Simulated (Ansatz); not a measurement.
## Effect of N vacancy, symmetric start on BN

The reference is a 16-atom supercell of BN in the h-BN type structure (space group P6_3/mmc, No. 194; a = 2.506 Å, c = 6.615 Å; layered, stacked along the Cartesian z axis) at its relaxed geometry.

The change: one N atom is removed, atoms relaxed at fixed cell.

All numbers come from PBE-D3(BJ) (Ansatz, a quantum-chemistry and plane-wave program, PAW, scalar-relativistic without spin-orbit coupling). Γ-centred 6×6×6 mesh, Fermi–Dirac width 0.01 eV.

The energy gained by relaxation comes out as 0.04 eV and the largest displacement of a host atom from its site in the perfect cell amounts to 0.03 Å.

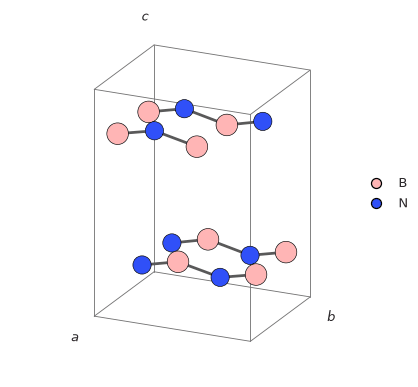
Figure. The relaxed cell after the change

Cost of the whole job for the changed cell (relaxation, final SCF and bands): about 2.8 core-minutes (a rough figure).

The magnetic state is the one reached from the starting moments; the real material's order can differ, and small cells can't hold many antiferromagnetic ones. In so small a cell the defect repeats every few ångströms: this is an ordered compound, not a dilute defect. The mesh was chosen for an insulator and is coarse for the gapless case. The defect started on the symmetric site and kept its symmetry, so it may sit on a saddle. The defect cell is spin-polarised and ends with 1.0 μB.
